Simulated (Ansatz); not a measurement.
# CHBSi (triplet): wB97M-V, B2PLYP over vertical spin and charge gaps, def2-QZVPP

How well do these functionals follow the top wave-function level for CHBSi (triplet) over vertical spin and charge gaps?

Computed with Ansatz 0.2.0, Gaussian basis. Level: def2-QZVPP, all electrons in the functionals, frozen cores in the correlation of double hybrids and RPA.

To be run: wB97M-V, B2PLYP, at charge 0, triplet; charge 0, singlet; charge 0, quintet; charge 1, doublet; charge 1, quartet.

2 further runs of the same task are left out: 2 set aside as unsound or not needed.

### Step 1. What is computed

The geometry is a PBE0/def2-TZVP stationary point (not a proven minimum).

4 atoms, charge 0, spin multiplicity 3.

Atoms are counted from 1 here; the program's logs count them from 0.

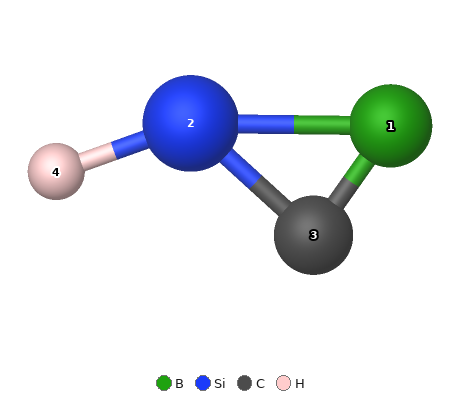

The geometry (boron green, silicon blue, carbon dark grey, hydrogen pink); atoms are numbered from 1 in the order of the file.

As a file:

```xyz
4
CHBSi
B     0.0000   -0.5421    1.3116
Si    0.0000   -0.1375   -0.7527
C     0.0000    0.7549    0.7505
H     0.0000    0.6499   -2.0374
```

No dispersion term is added; wB97M-V holds VV10 nonlocal correlation.

The geometry shown and the zero of energy belong to the point charge 0, triplet. The yardstick, UCCSD(T), and other wave-function levels (R restricted, U unrestricted, valence and pair active spaces) come from earlier runs.

### Step 2. wB97M-V, charge 0, triplet

Input file in.yaml:

```yaml
crystal:
  periodic: [false, false, false]
  atoms:
    - {symbol: B, position_ang: [0.000000, -0.542119, 1.311636]}
    - {symbol: Si, position_ang: [0.000000, -0.137461, -0.752718]}
    - {symbol: C, position_ang: [0.000000, 0.754866, 0.750494]}
    - {symbol: H, position_ang: [0.000000, 0.649881, -2.037416]}
basis:
  gaussian: {orbitals: "def2-QZVPP.json"}
magnetization: {spin_polarized: true, initial_magnetization: 2}
hamiltonian: {xc: {name: wB97M-V}}
output: {orbitals: {seedname: orbitals}}
```

Command:

```sh
> ansatz run in.yaml --threads 1 --pin off --events-out ev --progress --plain --max-ram 2393MiB
```

The program printed, shortened:

```text
Functional definition: wB97M-V
  name "wB97M-V"
  cite "Mardirossian & Head-Gordon, J. Chem. Phys. 144, 214110 (2016) doi:10.1063/1.4952647"
  cite "Becke, J. Chem. Phys. 107, 8554 (1997) doi:10.1063/1.475007"
  cite "Vydrov & Van Voorhis, J. Chem. Phys. 133, 244103 (2010) doi:10.1063/1.3521275"
  # Of w^i u^j: cxij and so on, Table III.
[...]
  gx(w, u) = 1 - cx + cx01*u + cx10*w
  gss(w, u) = css00 + css04*u^4 + css10*w + css20*w^2 + css43*w^4*u^3
  gos(w, u) = cos00 + cos10*w + (cos20 + cos21*u)*w^2 + (cos60 + cos61*u)*w^6
[...]
      + integral(e_c_pw_mod_opposite_spin*gos(b97_w_opposite, b97_u_opposite)) + vv10(b, c)
779 factors; their error is unknown
193 factors; integrals over basis functions are off by at most 2.3e-5 eV
[...]
mean field -9600.44917654 eV, -352.8099998195 hartree, gradient 4.3e-5 eV, S^2 2.014409; 0 other end points of the search recorded, 0 dependent functions left out
reference -9600.44922288 eV, -352.8100015225 hartree; 14, 12 occupied and 200, 202 virtual orbitals, 779 factors
Total energy: -9600.44922288 eV, -352.8100015225 hartree
```

Run time: 23 s. Hardware: 1 thread of Arm Neoverse V2, shared host; peak memory 0.57 GiB.

From the report: ⟨S²⟩ of the determinant 2.014 (pure triplet: 2.00).

### Step 3. wB97M-V, charge 0, singlet

in.yaml, as its differences from that of step 2:

```diff
@@ -9,3 +9,3 @@
   gaussian: {orbitals: "def2-QZVPP.json"}
-magnetization: {spin_polarized: true, initial_magnetization: 2}
+magnetization: {spin_polarized: true, initial_magnetization: 0}
 hamiltonian: {xc: {name: wB97M-V}}
```

Same command.

The program printed, shortened:

```text
Functional definition: wB97M-V
  name "wB97M-V"
  cite "Mardirossian & Head-Gordon, J. Chem. Phys. 144, 214110 (2016) doi:10.1063/1.4952647"
  cite "Becke, J. Chem. Phys. 107, 8554 (1997) doi:10.1063/1.475007"
  cite "Vydrov & Van Voorhis, J. Chem. Phys. 133, 244103 (2010) doi:10.1063/1.3521275"
  # Of w^i u^j: cxij and so on, Table III.
[...]
  gx(w, u) = 1 - cx + cx01*u + cx10*w
  gss(w, u) = css00 + css04*u^4 + css10*w + css20*w^2 + css43*w^4*u^3
  gos(w, u) = cos00 + cos10*w + (cos20 + cos21*u)*w^2 + (cos60 + cos61*u)*w^6
[...]
      + integral(e_c_pw_mod_opposite_spin*gos(b97_w_opposite, b97_u_opposite)) + vv10(b, c)
779 factors; their error is unknown
193 factors; integrals over basis functions are off by at most 2.3e-5 eV
[...]
mean field -9600.48826736 eV, -352.8114363808 hartree, gradient 2.6e-5 eV, S^2 0.883425; 5 other end points of the search recorded, 0 dependent functions left out
reference -9600.48831329 eV, -352.8114380687 hartree; 13, 13 occupied and 201, 201 virtual orbitals, 779 factors
Total energy: -9600.48831329 eV, -352.8114380687 hartree
```

Run time: 66 s. Hardware: 1 thread of Arm Neoverse V2, shared host; peak memory 0.64 GiB.

From the report: ⟨S²⟩ of the determinant 0.883 (pure singlet: 0.00). The determinant is far from a pure spin state, so its energy mixes those of several spin states (harmless only where they are near-degenerate, as at dissociation).

From charge 0, triplet: -0.9 kcal/mol.

### Step 4. wB97M-V, charge 0, quintet

in.yaml, as its differences from that of step 3:

```diff
@@ -9,3 +9,3 @@
   gaussian: {orbitals: "def2-QZVPP.json"}
-magnetization: {spin_polarized: true, initial_magnetization: 0}
+magnetization: {spin_polarized: true, initial_magnetization: 4}
 hamiltonian: {xc: {name: wB97M-V}}
```

Same command.

The program printed, shortened:

```text
Functional definition: wB97M-V
  name "wB97M-V"
  cite "Mardirossian & Head-Gordon, J. Chem. Phys. 144, 214110 (2016) doi:10.1063/1.4952647"
  cite "Becke, J. Chem. Phys. 107, 8554 (1997) doi:10.1063/1.475007"
  cite "Vydrov & Van Voorhis, J. Chem. Phys. 133, 244103 (2010) doi:10.1063/1.3521275"
  # Of w^i u^j: cxij and so on, Table III.
[...]
  gx(w, u) = 1 - cx + cx01*u + cx10*w
  gss(w, u) = css00 + css04*u^4 + css10*w + css20*w^2 + css43*w^4*u^3
  gos(w, u) = cos00 + cos10*w + (cos20 + cos21*u)*w^2 + (cos60 + cos61*u)*w^6
[...]
      + integral(e_c_pw_mod_opposite_spin*gos(b97_w_opposite, b97_u_opposite)) + vv10(b, c)
779 factors; their error is unknown
193 factors; integrals over basis functions are off by at most 2.3e-5 eV
[...]
mean field -9596.86336002 eV, -352.6782234931 hartree, gradient 3.8e-5 eV, S^2 6.012607; 3 other end points of the search recorded, 0 dependent functions left out
reference -9596.86340442 eV, -352.6782251247 hartree; 15, 11 occupied and 199, 203 virtual orbitals, 779 factors
Total energy: -9596.86340442 eV, -352.6782251247 hartree
```

Run time: 33 s. Hardware: 1 thread of Arm Neoverse V2, shared host; peak memory 0.58 GiB.

From the report: ⟨S²⟩ of the determinant 6.013 (pure quintet: 6.00).

From charge 0, triplet: +82.7 kcal/mol.

### Step 5. wB97M-V, charge 1, doublet

in.yaml, as its differences from that of step 4:

```diff
@@ -9,3 +9,4 @@
   gaussian: {orbitals: "def2-QZVPP.json"}
-magnetization: {spin_polarized: true, initial_magnetization: 4}
+total_charge: 1
+magnetization: {spin_polarized: true, initial_magnetization: 1}
 hamiltonian: {xc: {name: wB97M-V}}
```

Same command.

The program printed, shortened:

```text
Functional definition: wB97M-V
  name "wB97M-V"
  cite "Mardirossian & Head-Gordon, J. Chem. Phys. 144, 214110 (2016) doi:10.1063/1.4952647"
  cite "Becke, J. Chem. Phys. 107, 8554 (1997) doi:10.1063/1.475007"
  cite "Vydrov & Van Voorhis, J. Chem. Phys. 133, 244103 (2010) doi:10.1063/1.3521275"
  # Of w^i u^j: cxij and so on, Table III.
[...]
  gx(w, u) = 1 - cx + cx01*u + cx10*w
  gss(w, u) = css00 + css04*u^4 + css10*w + css20*w^2 + css43*w^4*u^3
  gos(w, u) = cos00 + cos10*w + (cos20 + cos21*u)*w^2 + (cos60 + cos61*u)*w^6
[...]
      + integral(e_c_pw_mod_opposite_spin*gos(b97_w_opposite, b97_u_opposite)) + vv10(b, c)
779 factors; their error is unknown
193 factors; integrals over basis functions are off by at most 2.3e-5 eV
[...]
mean field -9591.93845861 eV, -352.4972367045 hartree, gradient 4.6e-5 eV, S^2 0.816670; 3 other end points of the search recorded, 0 dependent functions left out
reference -9591.93850777 eV, -352.4972385111 hartree; 13, 12 occupied and 201, 202 virtual orbitals, 779 factors
Total energy: -9591.93850777 eV, -352.4972385111 hartree
```

It took 32 s on 1 thread of Arm Neoverse V2, shared host; peak memory 0.57 GiB.

From the report: ⟨S²⟩ of the determinant 0.817 (pure doublet: 0.75).

From charge 0, triplet: +196.3 kcal/mol.

### Step 6. wB97M-V, charge 1, quartet

in.yaml, as its differences from that of step 5:

```diff
@@ -10,3 +10,3 @@
 total_charge: 1
-magnetization: {spin_polarized: true, initial_magnetization: 1}
+magnetization: {spin_polarized: true, initial_magnetization: 3}
 hamiltonian: {xc: {name: wB97M-V}}
```

Same command.

The program printed, shortened:

```text
Functional definition: wB97M-V
  name "wB97M-V"
  cite "Mardirossian & Head-Gordon, J. Chem. Phys. 144, 214110 (2016) doi:10.1063/1.4952647"
  cite "Becke, J. Chem. Phys. 107, 8554 (1997) doi:10.1063/1.475007"
  cite "Vydrov & Van Voorhis, J. Chem. Phys. 133, 244103 (2010) doi:10.1063/1.3521275"
  # Of w^i u^j: cxij and so on, Table III.
[...]
  gx(w, u) = 1 - cx + cx01*u + cx10*w
  gss(w, u) = css00 + css04*u^4 + css10*w + css20*w^2 + css43*w^4*u^3
  gos(w, u) = cos00 + cos10*w + (cos20 + cos21*u)*w^2 + (cos60 + cos61*u)*w^6
[...]
      + integral(e_c_pw_mod_opposite_spin*gos(b97_w_opposite, b97_u_opposite)) + vv10(b, c)
779 factors; their error is unknown
193 factors; integrals over basis functions are off by at most 2.3e-5 eV
[...]
mean field -9590.32298418 eV, -352.4378691142 hartree, gradient 1.4e-5 eV, S^2 3.763430; 2 other end points of the search recorded, 0 dependent functions left out
reference -9590.32303292 eV, -352.4378709053 hartree; 14, 11 occupied and 200, 203 virtual orbitals, 779 factors
Total energy: -9590.32303292 eV, -352.4378709053 hartree
```

It took 53 s on 1 thread of Arm Neoverse V2, shared host; peak memory 0.72 GiB.

From the report: ⟨S²⟩ of the determinant 3.763 (pure quartet: 3.75).

From charge 0, triplet: +233.5 kcal/mol.

### Step 7. B2PLYP, charge 0, triplet

in.yaml, as its differences from that of step 6:

```diff
@@ -9,5 +9,4 @@
   gaussian: {orbitals: "def2-QZVPP.json"}
-total_charge: 1
-magnetization: {spin_polarized: true, initial_magnetization: 3}
-hamiltonian: {xc: {name: wB97M-V}}
-output: {orbitals: {seedname: orbitals}}
+magnetization: {spin_polarized: true, initial_magnetization: 2}
+hamiltonian: {xc: {name: B2PLYP}}
+correlation: {electrons: outside_noble_gas}
```

Same command.

The program printed, shortened:

```text
Functional definition: B2PLYP
  name "B2PLYP"
  cite "Grimme, J. Chem. Phys. 124, 034108 (2006) doi:10.1063/1.2148954"
  cite "Becke, Phys. Rev. A 38, 3098 (1988) doi:10.1103/PhysRevA.38.3098"
  cite "Lee, Yang & Parr, Phys. Rev. B 37, 785 (1988) doi:10.1103/PhysRevB.37.785"
[...]
1280 factors; integrals over basis functions are off by at most 8.1e-4 eV
[...]
mean field -9593.99131731 eV, -352.5726778702 hartree, gradient 6.9e-6 eV, S^2 2.046995; 0 other end points of the search recorded, 0 dependent functions left out
7 core orbitals not correlated: weight in the atoms' cores, before any rotation towards them, 1.000 or more for the frozen orbitals, at most 0.000 for the correlated occupied ones
reference -9593.99145591 eV, -352.5726829636 hartree; 7, 5 occupied and 200, 202 virtual orbitals, 1280 factors
second order -11.54544532 eV of doubles, -0.00000000 eV of singles
Total energy: -9597.10872614 eV, -352.6872405319 hartree
```

It took 14 s on 1 thread of Arm Neoverse V2, shared host; peak memory 0.54 GiB.

From the report: ⟨S²⟩ of the determinant 2.047 (pure triplet: 2.00).

### Step 8. B2PLYP, charge 0, singlet

in.yaml, as its differences from that of step 7:

```diff
@@ -9,3 +9,3 @@
   gaussian: {orbitals: "def2-QZVPP.json"}
-magnetization: {spin_polarized: true, initial_magnetization: 2}
+magnetization: {spin_polarized: true, initial_magnetization: 0}
 hamiltonian: {xc: {name: B2PLYP}}
```

Same command.

The program printed, shortened:

```text
Functional definition: B2PLYP
  name "B2PLYP"
  cite "Grimme, J. Chem. Phys. 124, 034108 (2006) doi:10.1063/1.2148954"
  cite "Becke, Phys. Rev. A 38, 3098 (1988) doi:10.1103/PhysRevA.38.3098"
  cite "Lee, Yang & Parr, Phys. Rev. B 37, 785 (1988) doi:10.1103/PhysRevB.37.785"
[...]
1280 factors; integrals over basis functions are off by at most 8.1e-4 eV
[...]
mean field -9593.92909155 eV, -352.5703911159 hartree, gradient 2.3e-6 eV, S^2 1.005676; 6 other end points of the search recorded, 0 dependent functions left out
7 core orbitals not correlated: weight in the atoms' cores, before any rotation towards them, 1.000 or more for the frozen orbitals, at most 0.000 for the correlated occupied ones
reference -9593.92923044 eV, -352.5703962200 hartree; 6, 6 occupied and 201, 201 virtual orbitals, 1280 factors
second order -11.75414646 eV of doubles, -0.00000000 eV of singles
Total energy: -9597.10284999 eV, -352.6870245871 hartree
```

Run time: 54 s. Hardware: 1 thread of Arm Neoverse V2, shared host; peak memory 0.71 GiB.

From the report: ⟨S²⟩ of the determinant 1.006 (pure singlet: 0.00). The determinant is far from a pure spin state, so its energy mixes those of several spin states (harmless only where they are near-degenerate, as at dissociation).

From charge 0, triplet: +0.1 kcal/mol.

### Step 9. B2PLYP, charge 0, quintet

in.yaml, as its differences from that of step 8:

```diff
@@ -9,3 +9,3 @@
   gaussian: {orbitals: "def2-QZVPP.json"}
-magnetization: {spin_polarized: true, initial_magnetization: 0}
+magnetization: {spin_polarized: true, initial_magnetization: 4}
 hamiltonian: {xc: {name: B2PLYP}}
```

Launched as before.

The program printed, shortened:

```text
Functional definition: B2PLYP
  name "B2PLYP"
  cite "Grimme, J. Chem. Phys. 124, 034108 (2006) doi:10.1063/1.2148954"
  cite "Becke, Phys. Rev. A 38, 3098 (1988) doi:10.1103/PhysRevA.38.3098"
  cite "Lee, Yang & Parr, Phys. Rev. B 37, 785 (1988) doi:10.1103/PhysRevB.37.785"
[...]
1280 factors; integrals over basis functions are off by at most 8.1e-4 eV
[...]
mean field -9590.78575069 eV, -352.4548754698 hartree, gradient 5.5e-6 eV, S^2 6.048248; 4 other end points of the search recorded, 0 dependent functions left out
7 core orbitals not correlated: weight in the atoms' cores, before any rotation towards them, 1.000 or more for the frozen orbitals, at most 0.000 for the correlated occupied ones
reference -9590.78589291 eV, -352.4548806964 hartree; 8, 4 occupied and 199, 203 virtual orbitals, 1280 factors
second order -9.92611246 eV of doubles, -0.00000000 eV of singles
Total energy: -9593.46594328 eV, -352.5533707307 hartree
```

Wall time 18 s (1 thread of Arm Neoverse V2, shared host); peak memory 0.54 GiB.

From the report: ⟨S²⟩ of the determinant 6.048 (pure quintet: 6.00).

From charge 0, triplet: +84.0 kcal/mol.

### Step 10. B2PLYP, charge 1, doublet

in.yaml, as its differences from that of step 9:

```diff
@@ -9,3 +9,4 @@
   gaussian: {orbitals: "def2-QZVPP.json"}
-magnetization: {spin_polarized: true, initial_magnetization: 4}
+total_charge: 1
+magnetization: {spin_polarized: true, initial_magnetization: 1}
 hamiltonian: {xc: {name: B2PLYP}}
```

The command is unchanged.

The program printed, shortened:

```text
Functional definition: B2PLYP
  name "B2PLYP"
  cite "Grimme, J. Chem. Phys. 124, 034108 (2006) doi:10.1063/1.2148954"
  cite "Becke, Phys. Rev. A 38, 3098 (1988) doi:10.1103/PhysRevA.38.3098"
  cite "Lee, Yang & Parr, Phys. Rev. B 37, 785 (1988) doi:10.1103/PhysRevB.37.785"
[...]
1280 factors; integrals over basis functions are off by at most 8.1e-4 eV
[...]
mean field -9585.50307824 eV, -352.2607408381 hartree, gradient 9.7e-6 eV, S^2 0.976603; 4 other end points of the search recorded, 0 dependent functions left out
7 core orbitals not correlated: weight in the atoms' cores, before any rotation towards them, 1.000 or more for the frozen orbitals, at most 0.000 for the correlated occupied ones
reference -9585.50321980 eV, -352.2607460400 hartree; 6, 5 occupied and 201, 202 virtual orbitals, 1280 factors
second order -11.00967647 eV of doubles, -0.00000000 eV of singles
Total energy: -9588.47583244 eV, -352.3699875399 hartree
```

Run time: 36 s. Hardware: 1 thread of Arm Neoverse V2, shared host; peak memory 0.71 GiB.

From the report: ⟨S²⟩ of the determinant 0.977 (pure doublet: 0.75).

From charge 0, triplet: +199.1 kcal/mol.

### Step 11. B2PLYP, charge 1, quartet

in.yaml, as its differences from that of step 10:

```diff
@@ -10,3 +10,3 @@
 total_charge: 1
-magnetization: {spin_polarized: true, initial_magnetization: 1}
+magnetization: {spin_polarized: true, initial_magnetization: 3}
 hamiltonian: {xc: {name: B2PLYP}}
```

Launched as before.

The program printed, shortened:

```text
Functional definition: B2PLYP
  name "B2PLYP"
  cite "Grimme, J. Chem. Phys. 124, 034108 (2006) doi:10.1063/1.2148954"
  cite "Becke, Phys. Rev. A 38, 3098 (1988) doi:10.1103/PhysRevA.38.3098"
  cite "Lee, Yang & Parr, Phys. Rev. B 37, 785 (1988) doi:10.1103/PhysRevB.37.785"
[...]
1280 factors; integrals over basis functions are off by at most 8.1e-4 eV
[...]
mean field -9584.34550990 eV, -352.2182009862 hartree, gradient 1.8e-6 eV, S^2 3.795990; 8 other end points of the search recorded, 0 dependent functions left out
7 core orbitals not correlated: weight in the atoms' cores, before any rotation towards them, 1.000 or more for the frozen orbitals, at most 0.000 for the correlated occupied ones
reference -9584.34565360 eV, -352.2182062671 hartree; 7, 4 occupied and 200, 203 virtual orbitals, 1280 factors
second order -9.17516535 eV of doubles, -0.00000000 eV of singles
Total energy: -9586.82294825 eV, -352.3092451660 hartree
```

Wall time 55 s (1 thread of Arm Neoverse V2, shared host); peak memory 0.72 GiB.

From the report: ⟨S²⟩ of the determinant 3.796 (pure quartet: 3.75).

From charge 0, triplet: +237.2 kcal/mol.

### Step 12. Against the wave-function levels

No level is safe as a reference over these points; UCCSD(T) serves as a yardstick only. It comes from earlier runs at the same points. Energies in kcal/mol, counted from charge 0, triplet; blanks weren't run or aren't comparable.

```
   level  triplet to singlet  triplet to quintet  ionisation to the doublet cation  ionisation to the quartet cation
UCCSD(T)                                    82.2                             198.2                             238.5
 wB97M-V                -0.9                82.7                             196.3                             233.5
  B2PLYP                 0.1                84.0                             199.1                             237.2
```

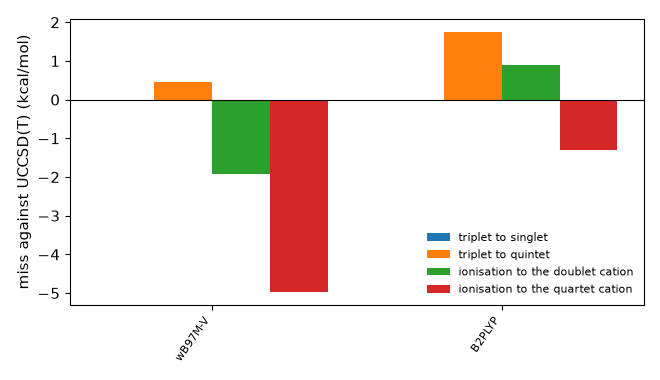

Misses of the gaps against UCCSD(T).

Largest miss and mean time a point (UCCSD(T) took 86 s a point; shared hosts):

```csv
level,largest miss (kcal/mol),where,time a point
wB97M-V,-5.0,ionisation to the quartet cation,41 s
B2PLYP,+1.8,triplet to quintet,35 s
```

### Step 13. Outcome

| quantity | value |
| --- | --- |
| triplet to quintet, UCCSD(T) | 82.2 kcal/mol |
| ionisation to the doublet cation, UCCSD(T) | 198.2 kcal/mol |
| ionisation to the quartet cation, UCCSD(T) | 238.5 kcal/mol |
| largest miss, wB97M-V | -5.0 kcal/mol (ionisation to the quartet cation) |
| largest miss, B2PLYP | +1.8 kcal/mol (triplet to quintet) |

**Reading.** Misses are known at 3 of 4 points at best, and only functionals with that many are ranked. Of the functionals, B2PLYP keep the smallest largest miss at the points compared (at most 1.8 kcal/mol) and wB97M-V strays most (5.0 kcal/mol, at ionisation to the quartet cation). wB97M-V, B2PLYP clearly break the spin symmetry at some points (⟨S²⟩ up to 1.01 above the pure value), so energy there is bought with a mixed spin. Functionals and the yardstick converge differently with the basis, so part of each miss in def2-QZVPP is the basis. The yardstick itself may be off where one determinant is a poor start.
